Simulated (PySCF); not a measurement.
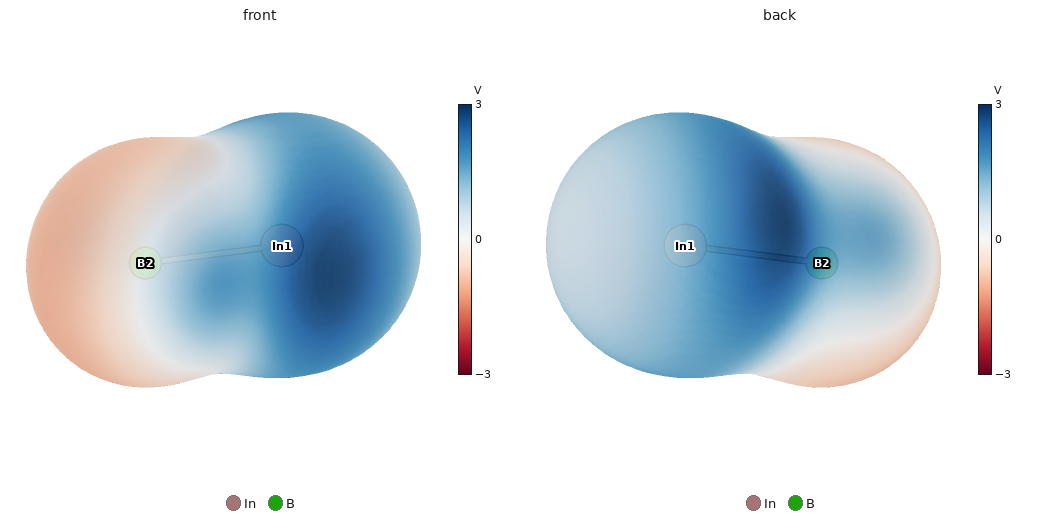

The picture shows: InB (triplet). The molecular electrostatic potential painted on the density surface at 0.004 e/bohr³, seen from the front and from behind; red is negative and blue positive.

Core potentials replace the inner electrons of In.

The calculation used PBE0/def2-SVP, non-relativistic Hamiltonian with scalar-relativistic core potentials where named, at a bond length of 2.434 Å in PySCF.

| atom | x (Å) | y (Å) | z (Å) |
| --- | --- | --- | --- |
| In | 0.0000 | 0.0000 | -0.2128 |
| B | 0.0000 | 0.0000 | 2.2212 |

### Describe the electrostatic potential map.

The most negative region (about −1.0 V, or −23 kcal/mol for a unit charge) lies over B2, the most positive (about +2.9 V, or +67 kcal/mol for a unit charge) over In1.
